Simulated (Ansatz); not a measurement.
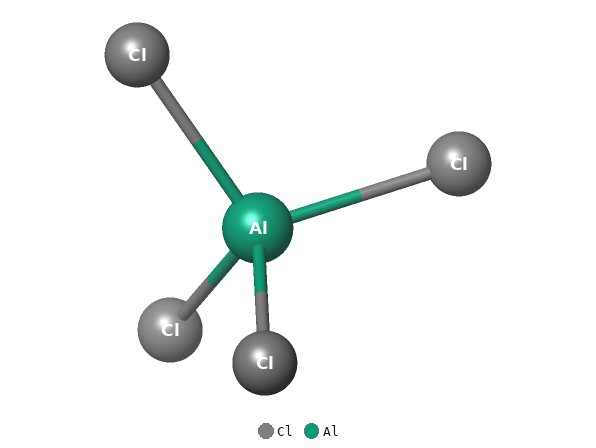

Rendered structure (ball-and-stick style). Every bond is drawn as one stick, whatever its order.

State: charge −1, singlet. Computed geometry: PBE0-D4/def2-TZVPD optimisation.

Description:

Formula AlCl₄⁻. Its SMILES string is `[Cl][Al-]([Cl])([Cl])[Cl]`. The point group is Td. Coordination: 1 Al tetrahedral.

More results for the same structure follow; atom numbers are the same in all pictures, views and colours differ.

## Geometry

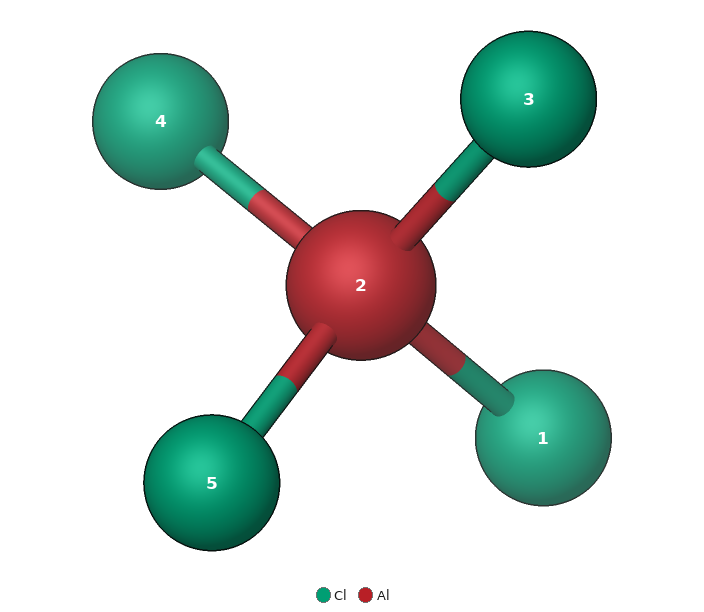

The atoms are numbered.

Which atoms are bonded, and how long are the bonds?

```json
{"bond": "Cl1–Al2", "length (Å)": "2.155"}
{"bond": "Al2–Cl3", "length (Å)": "2.155"}
{"bond": "Al2–Cl4", "length (Å)": "2.155"}
{"bond": "Al2–Cl5", "length (Å)": "2.155"}
```

## Levels of theory compared

Program: Ansatz 0.2.0.

Compare HOMO energy (eV) at these levels: BHLYP-D4/def2-TZVPPD; BLYP-D4/def2-TZVPPD; HSE06 (plane-wave form)-D4/def2-TZVPPD; PBE0-D4/def2-QZVPPD; PBE0-D4/def2-TZVPPD; SPW92 (LDA)/def2-TZVPPD; r2SCAN0-D4/def2-TZVPPD; ωB97M-V/def2-QZVPPD; ωB97M-V/def2-TZVPPD.

| level | HOMO energy (eV) |
| --- | --- |
| BHLYP-D4/def2-TZVPPD | −5.69 |
| BLYP-D4/def2-TZVPPD | −2.91 |
| HSE06 (plane-wave form)-D4/def2-TZVPPD | −4.05 |
| PBE0-D4/def2-QZVPPD | −4.45 |
| PBE0-D4/def2-TZVPPD | −4.45 |
| SPW92 (LDA)/def2-TZVPPD | −3.21 |
| r2SCAN0-D4/def2-TZVPPD | −4.68 |
| ωB97M-V/def2-QZVPPD | −6.73 |
| ωB97M-V/def2-TZVPPD | −6.72 |

## Vibrations

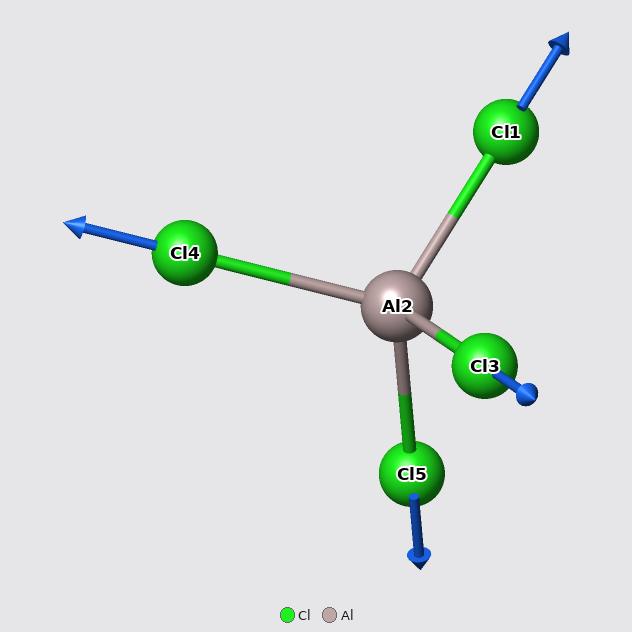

The arrows show one normal mode. Harmonic vibrations computed with RKS PBE0-D4/def2-TZVPD (Ansatz 0.2.0) at a stationary point of the same level.

Question: Describe the motion.

Answer: Mostly in-phase stretching of 4 Al–Cl bonds.

Question: At what wavenumber does it lie?

Answer: 340 cm⁻¹; it is mode 6 of 9 counted from the lowest.

## Thermal motion

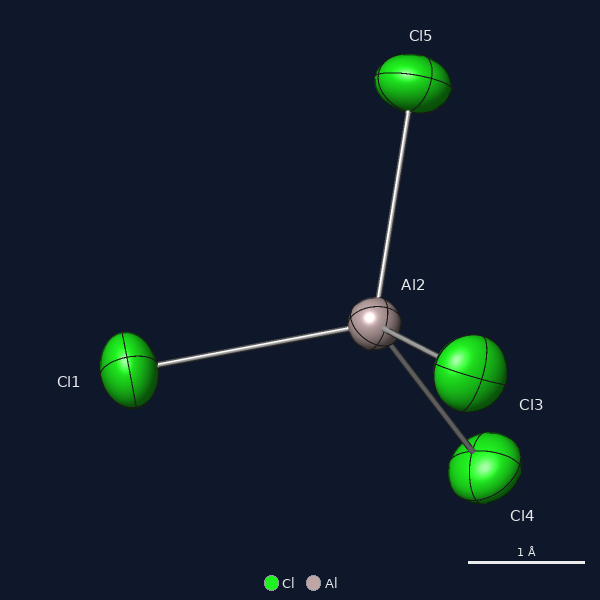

Displacement ellipsoids at the 50 % level, enlarged 3 times, from the internal vibrations of the free molecule (harmonic, no overall translation or rotation; no half-axis is drawn under 0.075 Å). Vibrations computed with RKS PBE0-D4/def2-TZVPD (Ansatz 0.2.0). Temperature: 298 K.

Question: Which atom moves most?

Answer: Cl1, Cl3, Cl4, Cl5, with U_eq = 0.0046 Å².

List U_eq and the three principal root-mean-square amplitudes for each kind of atom.

```json
{"atom": "Cl1, Cl3, Cl4, Cl5", "U_eq (Å²)": "0.0046", "rms amplitudes (Å)": "0.054, 0.073, 0.073"}
{"atom": "Al2", "U_eq (Å²)": "0.0025", "rms amplitudes (Å)": "0.050, 0.050, 0.050"}
```
